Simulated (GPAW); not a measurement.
**Screening of a field by a 9-layer slab of Au(110)**

How does a 9-layer slab of Au(110) screen a perpendicular field?

Program: GPAW 26.7.0. Level of theory: GPAW, PAW setups; slab in vacuum, relaxation, in the first sound run; inputs show where later runs differ. Results are calculated unless marked as measured.

## (1) Set-up

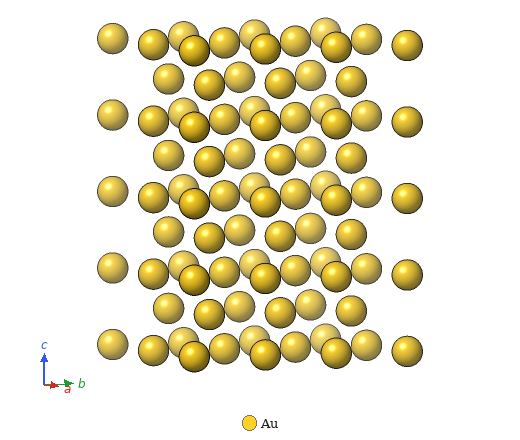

Start, viewed from the side, with the c axis up; gold yellow. 2×3×1 cells are drawn. Some periodic images of atoms are drawn too.

The cell holds 9 atoms: 9 Au. Its edges and angles: a = 4.080 Å, b = 2.885 Å, c = 25.540 Å, α = 90.0°, β = 90.0°, γ = 90.0°. Vacuum lies along c.

## (2) Relaxing the atoms

Forces are removed first; all later runs use this geometry. The lowest 4 atoms are held at bulk positions and keep their forces.

Contents of run.py:

```python
import json
import numpy as np
from ase import Atoms
from ase.constraints import FixAtoms
from ase.optimize import BFGS
from gpaw import GPAW, PW

slab = Atoms(
    ['Au', 'Au', 'Au', 'Au', 'Au', 'Au', 'Au', 'Au', 'Au'],
    positions=[
        [0.00000, 0.00000, 7.00000],
        [2.04000, 1.44250, 8.44250],
        [0.00000, 0.00000, 9.88500],
        [2.04000, 1.44250, 11.32749],
        [0.00000, 0.00000, 12.76999],
        [2.04000, 1.44250, 14.21249],
        [0.00000, 0.00000, 15.65499],
        [2.04000, 1.44250, 17.09748],
        [0.00000, 0.00000, 18.53998]],
    cell=[[4.08, 0.0, 0.0], [0.0, 2.885, 0.0], [0.0, 0.0, 25.53998]],
    pbc=[True, True, False])

slab.calc = GPAW(mode=PW(400), xc='PBE', kpts={'size': (8, 11, 1), 'gamma': True},
                 occupations={'name': 'fermi-dirac', 'width': 0.1}, nbands='160%',
                 convergence={'density': 1e-05}, maxiter=200,
                 poissonsolver={'dipolelayer': 'xy'},
                 symmetry={'tolerance': 1e-3, 'extra_ids': [1, 1, 1, 1, 0, 0, 0, 0, 0]}, txt='slab.txt')
result = {}
slab.set_constraint(FixAtoms([0, 1, 2, 3]))
path = []
opt = BFGS(slab, maxstep=0.2)
opt.attach(lambda: path.append((slab.get_potential_energy(), slab.positions.tolist(), slab.get_forces().tolist())))
result['relaxed'] = bool(opt.run(fmax=0.03, steps=40))
result['path'] = path
energy = slab.get_potential_energy()
fermi = slab.calc.get_fermi_level()
v = slab.calc.get_electrostatic_potential().mean((0, 1)) - fermi
n = slab.calc.get_pseudo_density().mean((0, 1))
L = slab.cell[2, 2]
z = np.arange(len(v)) * L / len(v)
low, high = slab.positions[:, 2].min(), slab.positions[:, 2].max()
below, above = np.interp([low - 4.8, high + 4.8], z, v)
slopes = [np.interp(x, z, np.gradient(v, z)) for x in (low - 4.8, high + 4.8)]
eps = np.array([[slab.calc.get_eigenvalues(k, s) for k in range(len(slab.calc.get_ibz_k_points()))]
                for s in range(slab.calc.get_number_of_spins())]) - fermi
top, bottom = eps[eps < 0].max(), eps[eps > 0].min()
dipole = slab.get_dipole_moment()[2]
print(f'energy {energy:.4f} eV, Fermi level {fermi:.4f} eV, dipole {dipole:.5f} e A')
print(f'potential 4.8 A off the faces, from the Fermi level: lower {below:.4f} eV, upper {above:.4f} eV')
print(f'slope of the potential there: lower {slopes[0]:.5f}, upper {slopes[1]:.5f} eV/A')
print(f'nearest levels on the mesh: {top:.4f} and {bottom:.4f} eV')
print('magnetic moment', round(slab.get_magnetic_moment(), 3))
result.update(energy=energy, fermi=fermi, dipole=dipole, below=below, above=above, slopes=slopes, edges=[top, bottom],
              z=z.tolist(), v=v.tolist(), n=n.tolist(), positions=slab.positions.tolist(),
              forces=slab.get_forces(apply_constraint=False).tolist(), moments=slab.get_magnetic_moments().tolist())
json.dump(result, open('result.json', 'w'))
```

Command:

```
$ OMP_NUM_THREADS=1 OPENBLAS_NUM_THREADS=1 python run.py
```

The log of the run:

```text
Step          Energy          fmax
BFGS:    0      -26.628934        0.698355
BFGS:    1      -26.636018        0.642261
BFGS:    2      -26.686104        0.265459
BFGS:    3      -26.691817        0.285093
BFGS:    4      -26.701834        0.310157
BFGS:    5      -26.716851        0.308595
BFGS:    6      -26.738612        0.347683
BFGS:    7      -26.762765        0.314101
BFGS:    8      -26.775447        0.302728
BFGS:    9      -26.779001        0.260141
BFGS:   10      -26.781238        0.199829
BFGS:   11      -26.783856        0.097046
BFGS:   12      -26.785272        0.054049
BFGS:   13      -26.785710        0.019044
energy -26.7387 eV, Fermi level 2.5593 eV, dipole -0.00193 e A
potential 4.8 A off the faces, from the Fermi level: lower 4.9475 eV, upper 4.9728 eV
slope of the potential there: lower -0.00024, upper 0.00023 eV/A
nearest levels on the mesh: -0.0398 and 0.0126 eV
magnetic moment 0.0
```

The job ended after 28 min (1 thread of AMD EPYC 9B45 (Zen 5), shared host; peak memory 0.46 GiB).

Relaxation path:

```tsv
step	energy less that of the first step (eV)	largest force (eV/Å)
1	0.0000	0.6984
2	-0.0070	0.6423
3	-0.0560	0.2655
4	-0.0614	0.2851
5	-0.0708	0.3102
6	-0.0847	0.3086
7	-0.1050	0.3477
8	-0.1276	0.3141
9	-0.1395	0.3027
10	-0.1431	0.2601
11	-0.1455	0.1998
12	-0.1483	0.0970
13	-0.1498	0.0540
14	-0.1500	0.0190
```

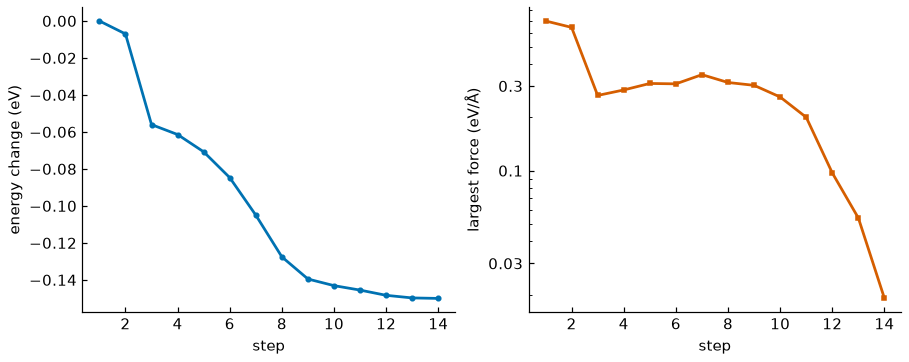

Energy and largest force along the relaxation.

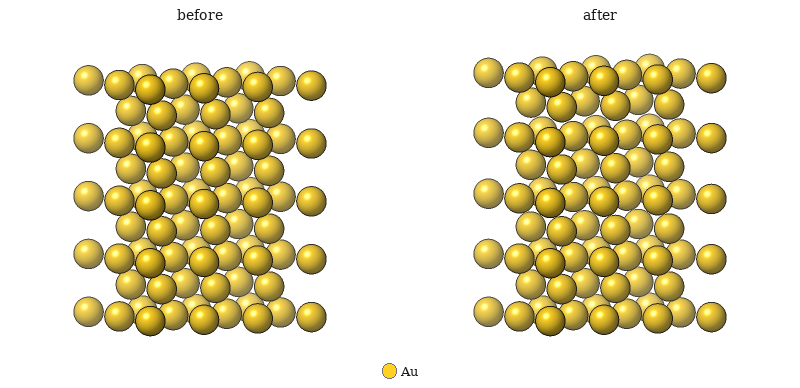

The structure before and after the relaxation, drawn at the same scale.

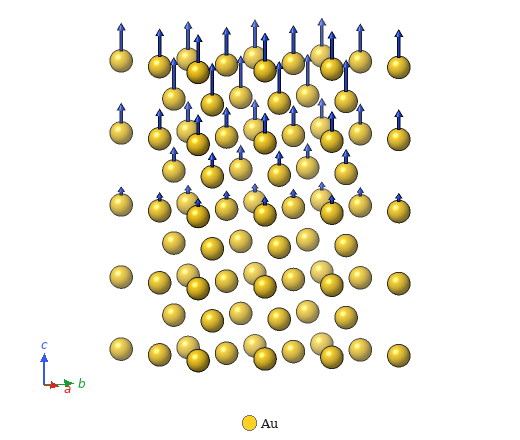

Displacements in the relaxation, exaggerated; the longest in the cell stands for 0.42 Å. 2×3×1 cells are drawn. Some periodic images of atoms are drawn too.

The atoms that moved most (Å):

```tsv
atom	dx	dy	dz	length
Au8	0.000	0.000	0.419	0.419
Au9	0.000	0.000	0.371	0.371
Au7	0.000	0.000	0.269	0.269
Au6	0.000	0.000	0.196	0.196
Au5	0.000	0.000	0.119	0.119
```

Final coordinates:

```xyz
9
Lattice="4.0800 0.0000 0.0000 0.0000 2.8850 0.0000 0.0000 0.0000 25.5400" Properties=species:S:1:pos:R:3
Au    0.0000    0.0000    7.0000
Au    2.0400    1.4425    8.4425
Au    0.0000    0.0000    9.8850
Au    2.0400    1.4425   11.3275
Au    0.0000    0.0000   12.8888
Au    2.0400    1.4425   14.4087
Au    0.0000    0.0000   15.9239
Au    2.0400    1.4425   17.5163
Au    0.0000    0.0000   18.9114
```

This step gave:

```
dipole along the normal                    : -0.001928 e·Å
levels nearest the Fermi level on the mesh : -0.03976, 0.01260 eV from the Fermi level
work function of the upper face            : 4.973 eV
work function of the lower face            : 4.947 eV
```

The electrostatic potential energy of an electron (without an applied field's), less the Fermi level, planar mean oscillates, so the rows of the table below give means over windows of 1.49 Å about each position, cut where the curve ends. Its maxima inside the range that stand out by 2 % of the span (Å: eV): 7.7: -6.05, 9.2: -6.35, 10.6: -6.36, 12.1: -4.62, 13.6: -5.14, 15.2: -5.23, 16.7: -4.13, 18.2: -6.61. Its minima: 7.0: -12.8, 8.4: -13.5, 9.9: -13.7, 11.3: -13.4, 12.9: -13.3, 14.4: -13.3, 16.0: -13.1, 17.6: -13.3, 18.8: -12.7.

Electrostatic potential energy of an electron (without an applied field's), less the Fermi level, planar mean against z; means over each step:

```tsv
z (Å)	electrostatic potential energy of an electron (without an applied field's), less the Fermi level, planar mean (eV)
0.74	4.95
2.23	4.95
3.72	4.94
5.21	4.43
6.70	-6.61
8.19	-9.68
9.68	-9.87
11.17	-9.59
12.66	-8.98
14.15	-9.18
15.64	-9.09
17.13	-8.66
18.62	-9.36
20.11	2.31
21.60	4.93
23.09	4.97
24.58	4.97
```

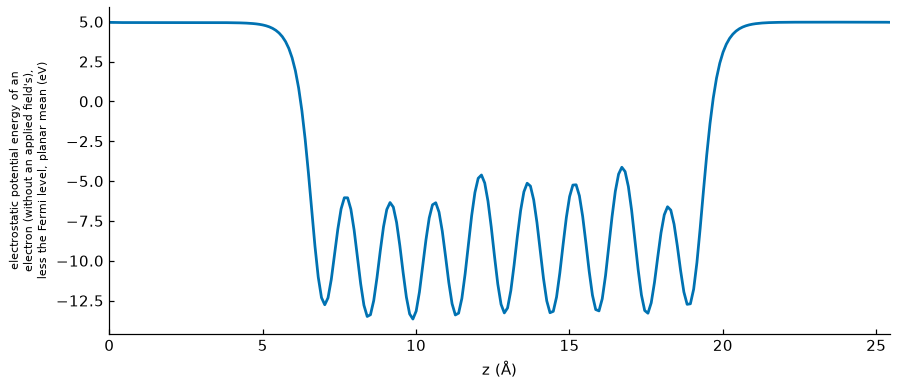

Electrostatic potential energy of an electron (without an applied field's), less the Fermi level, planar mean against z.

The pseudo valence density, planar mean oscillates, so the rows of the table below give means over windows of 1.49 Å about each position, cut where the curve ends. Its maxima inside the range that stand out by 2 % of the span (Å: e/Å³): 7.0: 0.818, 8.5: 0.837, 9.8: 0.829, 11.3: 0.837, 13.0: 0.813, 14.5: 0.827, 16.0: 0.828, 17.5: 0.828, 18.9: 0.815. Its minima: 7.7: 0.492, 9.2: 0.487, 10.6: 0.488, 12.1: 0.428, 13.6: 0.448, 15.1: 0.452, 16.8: 0.419, 18.3: 0.522.

Table of pseudo valence density, planar mean by z; means over each step:

```tsv
z (Å)	pseudo valence density, planar mean (e/Å³)
2.23	6.6e-6
3.72	3.6e-4
5.21	0.0246
6.70	0.509
8.19	0.644
9.68	0.644
11.17	0.631
12.66	0.608
14.15	0.617
15.64	0.613
17.13	0.600
18.62	0.632
20.11	0.120
21.60	0.00176
23.09	3.0e-5
```

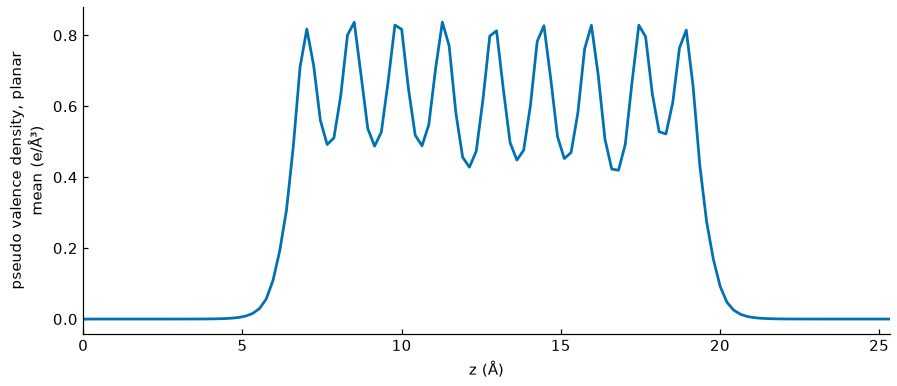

Pseudo valence density, planar mean, plotted against z.

The relaxation lowered the energy of the cell by 0.150 eV (energies extrapolated to zero smearing; the optimiser's log prints free energies). The largest force left on a free atom is 0.019 eV/Å.

## (3) Plane waves, PBE

With the geometry fixed, the planar mean of the potential gives the vacuum level on each side.

This step: GPAW, PAW setups; slab in vacuum (GPAW 26.7.0).

run.py, as its differences from that of step 2:

```diff
@@ -3,4 +3,2 @@
 from ase import Atoms
-from ase.constraints import FixAtoms
-from ase.optimize import BFGS
 from gpaw import GPAW, PW
@@ -14,7 +12,7 @@
         [2.04000, 1.44250, 11.32749],
-        [0.00000, 0.00000, 12.76999],
-        [2.04000, 1.44250, 14.21249],
-        [0.00000, 0.00000, 15.65499],
-        [2.04000, 1.44250, 17.09748],
-        [0.00000, 0.00000, 18.53998]],
+        [0.00000, 0.00000, 12.88880],
+        [2.04000, 1.44250, 14.40867],
+        [-0.00000, 0.00000, 15.92390],
+        [2.04000, 1.44250, 17.51630],
+        [-0.00000, 0.00000, 18.91137]],
     cell=[[4.08, 0.0, 0.0], [0.0, 2.885, 0.0], [0.0, 0.0, 25.53998]],
@@ -26,10 +24,4 @@
                  poissonsolver={'dipolelayer': 'xy'},
-                 symmetry={'tolerance': 1e-3, 'extra_ids': [1, 1, 1, 1, 0, 0, 0, 0, 0]}, txt='slab.txt')
+                 symmetry={'tolerance': 1e-3}, txt='slab.txt')
 result = {}
-slab.set_constraint(FixAtoms([0, 1, 2, 3]))
-path = []
-opt = BFGS(slab, maxstep=0.2)
-opt.attach(lambda: path.append((slab.get_potential_energy(), slab.positions.tolist(), slab.get_forces().tolist())))
-result['relaxed'] = bool(opt.run(fmax=0.03, steps=40))
-result['path'] = path
 energy = slab.get_potential_energy()
```

The log of the run:

```text
energy -26.7387 eV, Fermi level 2.5592 eV, dipole -0.00225 e A
potential 4.8 A off the faces, from the Fermi level: lower 4.9478 eV, upper 4.9727 eV
slope of the potential there: lower -0.00021, upper 0.00019 eV/A
nearest levels on the mesh: -0.0398 and 0.0126 eV
magnetic moment 0.0
```

Run time: 3.9 min. Hardware: 1 thread; peak memory 0.46 GiB.

This step gave:

```
dipole along the normal                    : -0.002254 e·Å
levels nearest the Fermi level on the mesh : -0.03976, 0.01259 eV from the Fermi level
work function of the lower face            : 4.948 eV
```

The electrostatic potential energy of an electron (without an applied field's), less the Fermi level, planar mean oscillates, so the rows of the table below give means over windows of 1.49 Å about each position, cut where the curve ends. Its maxima inside the range that stand out by 2 % of the span (Å: eV): 7.7: -6.05, 9.2: -6.35, 10.6: -6.36, 12.1: -4.62, 13.6: -5.14, 15.2: -5.23, 16.7: -4.13, 18.2: -6.61. Its minima: 7.0: -12.8, 8.4: -13.5, 9.9: -13.7, 11.3: -13.4, 12.9: -13.3, 14.4: -13.3, 16.0: -13.1, 17.6: -13.3, 18.8: -12.7.

Table of electrostatic potential energy of an electron (without an applied field's), less the Fermi level, planar mean by z; means over each step:

(Unchanged from step 2.)

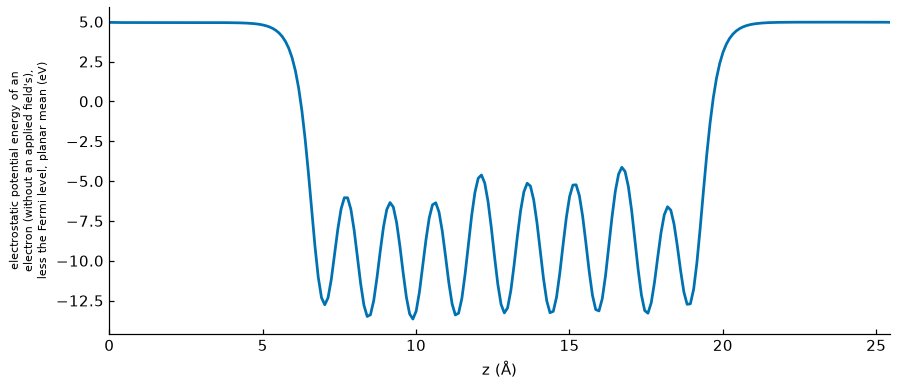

Electrostatic potential energy of an electron (without an applied field's), less the Fermi level, planar mean, plotted against z.

The pseudo valence density, planar mean oscillates, so the rows of the table below give means over windows of 1.49 Å about each position, cut where the curve ends. Its maxima inside the range that stand out by 2 % of the span (Å: e/Å³): 7.0: 0.818, 8.5: 0.837, 9.8: 0.829, 11.3: 0.837, 13.0: 0.813, 14.5: 0.827, 16.0: 0.828, 17.5: 0.828, 18.9: 0.815. Its minima: 7.7: 0.492, 9.2: 0.487, 10.6: 0.488, 12.1: 0.428, 13.6: 0.448, 15.1: 0.452, 16.8: 0.419, 18.3: 0.522.

Pseudo valence density, planar mean against z; means over each step:

```tsv
z (Å)	pseudo valence density, planar mean (e/Å³)
2.23	6.6e-6
3.72	3.6e-4
5.21	0.0246
6.70	0.509
8.19	0.644
9.68	0.644
11.17	0.631
12.66	0.608
14.15	0.617
15.64	0.613
17.13	0.600
18.62	0.632
20.11	0.120
21.60	0.00176
23.09	3.0e-5
```

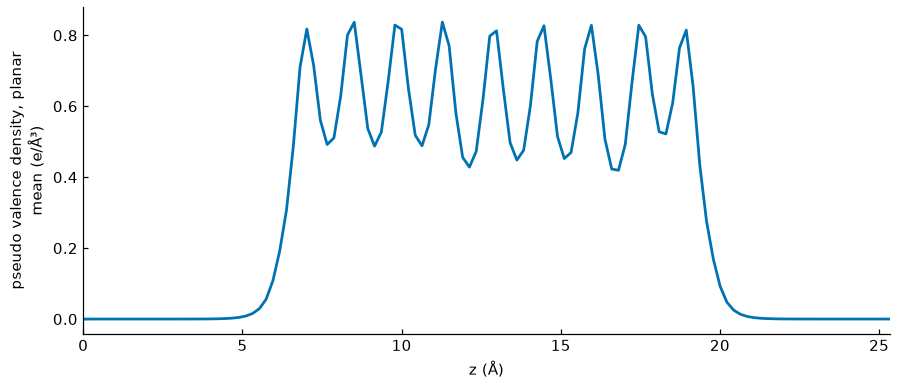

Pseudo valence density, planar mean, plotted against z.

Force by atom:

```tsv
atom	x (eV/Å)	y (eV/Å)	z (eV/Å)	size
Au1	0.000	0.000	-0.160	0.160
Au2	0.000	0.000	-0.699	0.699
Au3	0.000	0.000	0.272	0.272
Au4	0.000	0.000	0.572	0.572
Au5	0.000	0.000	-0.003	0.003
Au6	0.000	0.000	0.007	0.007
Au7	0.000	0.000	0.005	0.005
Au8	0.000	0.000	0.018	0.018
Au9	0.000	0.000	-0.013	0.013
```

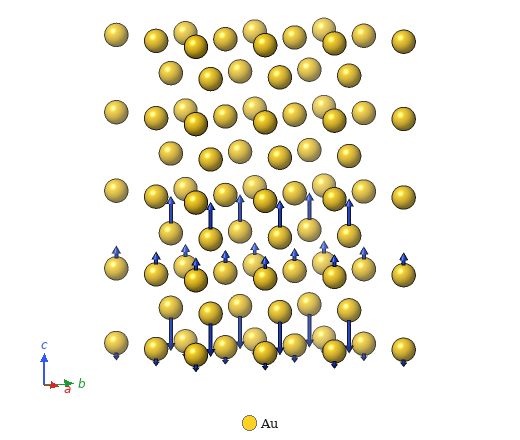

Force as arrows, the longest 0.699 eV/Å. 2×3×1 cells are drawn. Some periodic images of atoms are drawn too.

The potential is flat to 2.1e-4 eV/Å where it is read, so the vacuum is wide enough.

## (4) In a field

A uniform field along the normal polarises the slab; the atoms stay fixed, so this is the electronic response alone.

run.py, as its differences from that of step 3:

```diff
@@ -4,2 +4,3 @@
 from gpaw import GPAW, PW
+from gpaw.external import ConstantElectricField
 
@@ -24,2 +25,3 @@
                  poissonsolver={'dipolelayer': 'xy'},
+                 external=ConstantElectricField(-0.2, [0, 0, 1]),
                  symmetry={'tolerance': 1e-3}, txt='slab.txt')
```

The log of the run:

```text
energy -26.7579 eV, Fermi level 2.5421 eV, dipole -0.19101 e A
potential 4.8 A off the faces, from the Fermi level: lower 3.5320 eV, upper 6.4684 eV
slope of the potential there: lower -0.00009, upper 0.00041 eV/A
nearest levels on the mesh: -0.0400 and 0.0123 eV
magnetic moment 0.0
```

Elapsed: 11 min, on 1 thread; peak memory 0.64 GiB.

This step gave:

```
dipole along the normal                                         : -0.1910 e·Å
levels nearest the Fermi level on the mesh                      : -0.03999, 0.01235 eV from the Fermi level
potential below the slab, the applied field's own ramp left out : 3.532 eV from the Fermi level
potential above the slab, the applied field's own ramp left out : 6.468 eV from the Fermi level
```

The electrostatic potential energy of an electron (without an applied field's), less the Fermi level, planar mean oscillates, so the rows of the table below give means over windows of 1.49 Å about each position, cut where the curve ends. Its maxima inside the range that stand out by 2 % of the span (Å: eV): 7.8: -7.04, 9.2: -7.07, 10.6: -6.79, 12.1: -4.75, 13.6: -4.97, 15.2: -4.75, 16.7: -3.35, 18.2: -5.53, 24.4: 6.47. Its minima: 7.0: -13.9, 8.4: -14.4, 9.9: -14.2, 11.3: -13.7, 12.9: -13.3, 14.4: -12.9, 16.0: -12.5, 17.6: -12.3, 18.8: -11.5.

The electrostatic potential energy of an electron (without an applied field's), less the Fermi level, planar mean by z; means over each step:

```tsv
z (Å)	electrostatic potential energy of an electron (without an applied field's), less the Fermi level, planar mean (eV)
0.74	3.72
2.23	3.53
3.72	3.52
5.21	3.04
6.70	-7.81
8.19	-10.6
9.68	-10.5
11.17	-9.91
12.66	-9.00
14.15	-8.90
15.64	-8.51
17.13	-7.79
18.62	-8.20
20.11	3.72
21.60	6.42
23.09	6.47
24.58	6.43
```

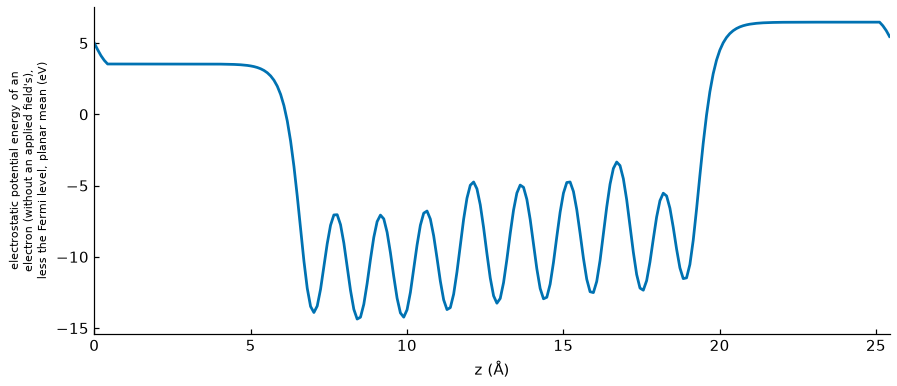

Electrostatic potential energy of an electron (without an applied field's), less the Fermi level, planar mean against z.

Force by atom:

```tsv
atom	x (eV/Å)	y (eV/Å)	z (eV/Å)	size
Au1	0.000	0.000	-0.156	0.156
Au2	0.000	0.000	-0.699	0.699
Au3	0.000	0.000	0.265	0.265
Au4	0.000	0.000	0.574	0.574
Au5	0.000	0.000	-0.005	0.005
Au6	0.000	0.000	0.009	0.009
Au7	0.000	0.000	-0.001	0.001
Au8	0.000	0.000	0.017	0.017
Au9	0.000	0.000	-0.009	0.009
```

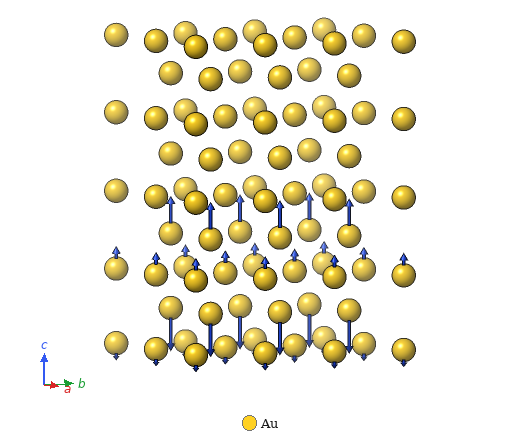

Force as arrows, the longest 0.699 eV/Å. 2×3×1 cells are drawn. Some periodic images of atoms are drawn too.

The dipole is now -0.191 e Å, against -0.0023 in the run without a field.

[end of part 1 of 2]

[Logs are printed without paths, hosts, clocks, repeated set-up lines and the standing remarks that a program may print on its own settings, such as how far it seeks lower states.]

[Hosts, paths, dates, database ids (printed as entryN), source tags and the programs' standing remarks are cut or masked in the printed files.]
